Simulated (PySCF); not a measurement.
## A study: C$_{3}$H$_{3}$N, SMILES `C=CC#N`

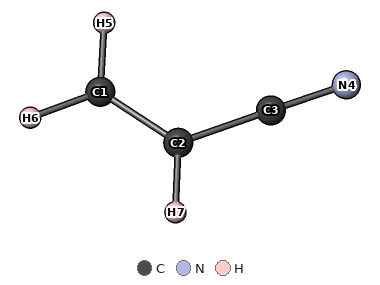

The molecule, with its atoms numbered as below. No frequency check shows the geometry to be a minimum.

Geometry (Å), atoms numbered from 1:

```
C1       1.5865   -0.3562    0.0000
C2       0.5770    0.5065    0.0000
C3      -0.7727    0.0948    0.0000
N4      -1.8723   -0.2291    0.0000
H5       1.4194   -1.4209    0.0000
H6       2.6108   -0.0240    0.0000
H7       0.7306    1.5782    0.0000
```

Part 1: Bonding charge

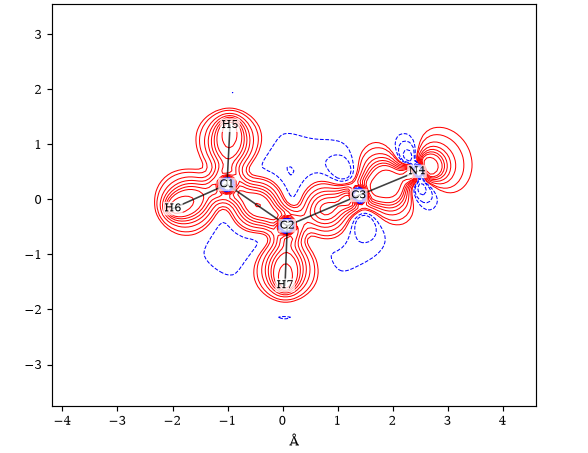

Deformation density (molecule less spherical, spin-averaged free atoms) in the molecular plane; contours at ±0.05 to ±0.8 e/Å³; solid red lines: gain, dashed blue lines: loss.

Method: B3LYP/cc-pVTZ; geometry: GFN2-xTB; program: PySCF.

Q: How much density has each bond in this plane gained at its critical point, relative to the free atoms?

A: C3–N4: +1.03 e/Å³ at the bond critical point (bond length 1.15 Å, Mayer order 3.1). C1–H5: +0.82 e/Å³ at the bond critical point (bond length 1.08 Å, Mayer order 1.0). C1–H6: +0.82 e/Å³ at the bond critical point (bond length 1.08 Å, Mayer order 1.0). C1–C2: +0.81 e/Å³ at the bond critical point (bond length 1.33 Å, Mayer order 1.8). C2–H7: +0.81 e/Å³ at the bond critical point (bond length 1.08 Å, Mayer order 0.9). C2–C3: +0.59 e/Å³ at the bond critical point (bond length 1.41 Å, Mayer order 1.0). In all, 1.7 electrons gather in the regions of gain relative to the promolecule.

Q: Where do the Hirshfeld charges lie?

A: The highest Hirshfeld charge is on C3 (+0.08 e), the lowest on N4 (−0.22 e).

Part 2: Bond critical points

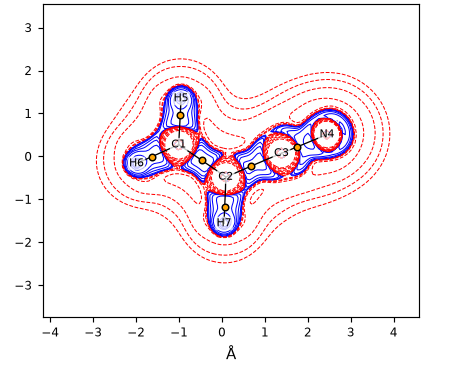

Negative Laplacian of the density (−∇²ρ) in the molecular plane (solid blue lines positive, dashed red lines negative, contours at ±0.02 to ±8 a.u.), with bond paths and bond critical points (dots).

Q: Sort the bonds in the plane by the sign of ∇²ρ at their critical points.

A: Concentrated (∇²ρ < 0): C3–N4 (−0.20 a.u.); C1–C2 (−1.30 a.u.); C2–C3 (−1.00 a.u.); C1–H6 (−1.21 a.u.); C1–H5 (−1.21 a.u.); C2–H7 (−1.18 a.u.). At none is it depleted.

Q: Where along C3–N4 does the critical point lie?

A: 0.40 Å from C3 and 0.74 Å from N4.

Part 3: Local ionisation energy

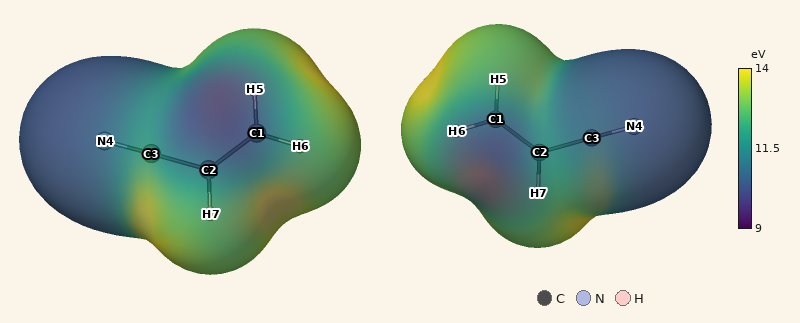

Average local ionisation energy on the surface of electron density 0.001 a.u. (back view left, front view right).

Q: Locate the minima of the map.

A: The lowest value is 9.6 eV, off the C1–C2 bond (2.1 to 2.2 Å from its atoms), and at like points elsewhere. Further minima include 10.2 eV, off the molecular plane, over N4 (1.9 Å), and at like points elsewhere. For comparison, the highest occupied orbital lies at −8.2 eV.

Part 4: Excited states

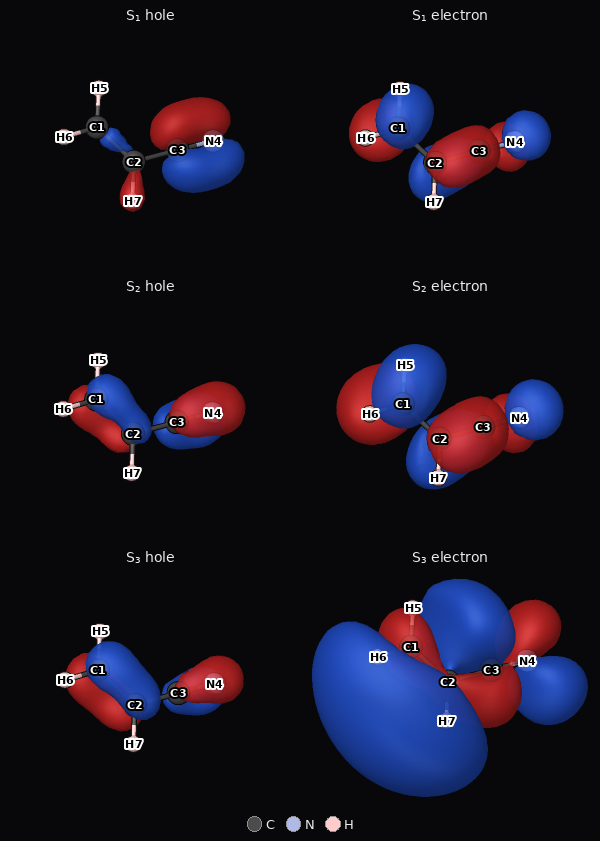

Leading natural transition orbitals (TDA singlet states).

Level of theory: B3LYP/6-311+G** (PySCF), at a geometry from GFN2-xTB.

Q: Describe these excited states.

A: By state:
- S₁: 6.17 eV (201 nm), f = 0.000 (dark); the leading pair carries 99 %; hole on N4 (51 %), C3 (36 %) and C2 (6 %), electron on C1 (32 %), C2 (21 %) and N4 (20 %); their centroids lie 1.6 Å apart.
- S₂: 6.54 eV (190 nm), f = 0.352 (bright), π → π*; the leading pair carries 86 %; hole on N4 (42 %), C3 (24 %) and C1 (17 %), electron on C1 (30 %), C2 (21 %) and N4 (19 %); their centroids lie 1.0 Å apart.
- S₃: 6.84 eV (181 nm), f = 0.008, π → diffuse (Rydberg-like) orbital; the leading pair carries 99 %; hole on C1 (29 %), N4 (28 %) and C2 (22 %), electron on N4 (21 %), C3 (20 %) and H7 (15 %) (atom shares of so diffuse an orbital are rough); their centroids lie 0.7 Å apart.

Part 5: The π system

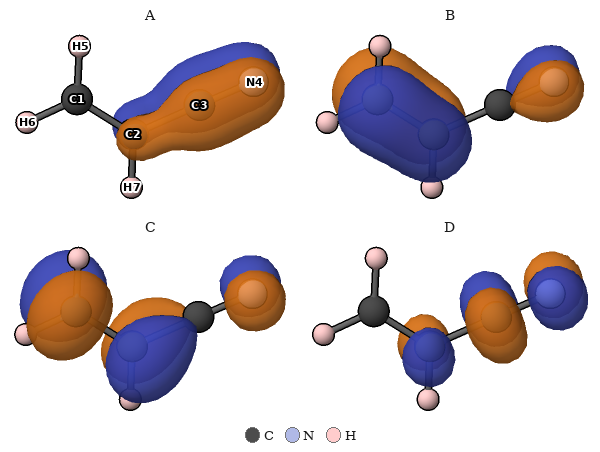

Natural orbitals of the π active space, CASSCF(4,4), triplet state at the geometry of the singlet, in order of falling occupation. The active space holds only one of the two perpendicular π systems.

PySCF calculation, 6-311G** basis, gas phase; geometry: GFN2-xTB.

Q: What are the natural occupation numbers?

A: A 1.92, B 1.02, C 0.98, D 0.08.

Q: Where does the lowest triplet lie relative to the singlet, at this geometry and within this active space?

A: 4.17 eV above it by strongly contracted NEVPT2 (+3.94 eV by CASSCF); a small basis tends to put such gaps a few tenths of an eV too high. This is a vertical energy for π states alone; a state that uses lone pairs or σ orbitals may lie lower.

The PySCF runs shown took 7.3 s, 40 s and 6.5 s on 1 thread of Intel(R) Xeon(R) 6975P-C (Granite Rapids), on a shared host.
